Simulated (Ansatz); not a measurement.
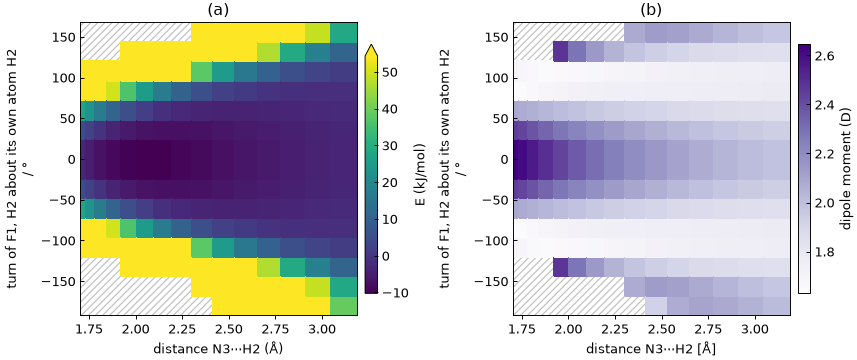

The pair FH···N₂. The turn is about an axis along (−1.00, 0.06, 0.04) in the frame of the relaxed pair, normal to the line between the partners. Coordinates scanned: (1) distance N3···H2; (2) turn of F1, H2 about its own atom H2. The grid has 15 × 15 points; 173 points were computed and 19 follow by symmetry. At 33 points there is no value (left out of the scan, as a rule where atoms come close). Points are written as (first, second). All energies are given in kJ/mol relative to the two partners far apart, frozen as in the relaxed pair, each in its own basis (no counterpoise correction). Method: Ansatz 0.2.0, RKS B3LYP-D4/def2-TZVPD.

Panel (a) is the energy and panel (b) the computed dipole moment on the same grid.

Drawn: one coloured cell a grid point, one colour for all values above the top of the scale, hatched blanks where no value was computed.

Question: How does the dipole moment vary over the map, and what is it at the lowest grid point?

Answer: Leaving out the highest fifth of the energies, it runs from 1.64 D at (1.753 Å, 84°) to 2.65 D at (1.718 Å, −12°). At the lowest grid point, (2.050 Å, −12°), it is 2.37 D.

```
second ↓, first →  1.718  1.753  1.810  1.880  1.961  2.050  2.146  2.249  2.358  2.472  2.592  2.717  2.847  2.980  3.118
              156      –      –      –      –      –      –      –      –   2.08   2.13   2.12   2.08   2.04   2.00   1.97
              132      –      –      –      –   2.48   2.29   2.15   2.05   1.98   1.94   1.91   1.88   1.87   1.86   1.85
              108   1.70   1.68   1.66   1.65   1.65   1.66   1.68   1.69   1.71   1.72   1.73   1.74   1.75   1.76   1.76
               84   1.63   1.64   1.66   1.68   1.70   1.72   1.73   1.74   1.75   1.75   1.76   1.76   1.77   1.77   1.78
               60   2.09   2.08   2.06   2.04   2.01   1.99   1.96   1.94   1.92   1.91   1.89   1.88   1.87   1.86   1.85
               36   2.46   2.43   2.38   2.33   2.28   2.23   2.18   2.14   2.10   2.06   2.03   2.00   1.97   1.95   1.94
               12   2.65   2.61   2.56   2.50   2.43   2.37   2.31   2.25   2.20   2.15   2.11   2.07   2.04   2.01   1.99
              −12   2.65   2.61   2.56   2.50   2.43   2.37   2.31   2.25   2.20   2.15   2.11   2.07   2.04   2.01   1.99
              −36   2.46   2.43   2.38   2.33   2.28   2.23   2.18   2.14   2.10   2.06   2.03   2.00   1.97   1.95   1.94
              −60   2.09   2.08   2.06   2.04   2.01   1.99   1.96   1.94   1.92   1.91   1.89   1.88   1.87   1.86   1.85
              −84   1.63   1.64   1.66   1.68   1.70   1.72   1.73   1.74   1.75   1.75   1.76   1.76   1.77   1.77   1.78
             −108   1.70   1.68   1.66   1.65   1.65   1.66   1.68   1.69   1.71   1.72   1.73   1.74   1.75   1.76   1.76
             −132      –      –      –      –   2.48   2.29   2.15   2.05   1.98   1.94   1.91   1.88   1.87   1.86   1.85
             −156      –      –      –      –      –      –      –      –   2.08   2.13   2.12   2.08   2.04   2.00   1.97
             −180      –      –      –      –      –      –      –      –      –   1.92   2.07   2.10   2.08   2.05   2.02
```
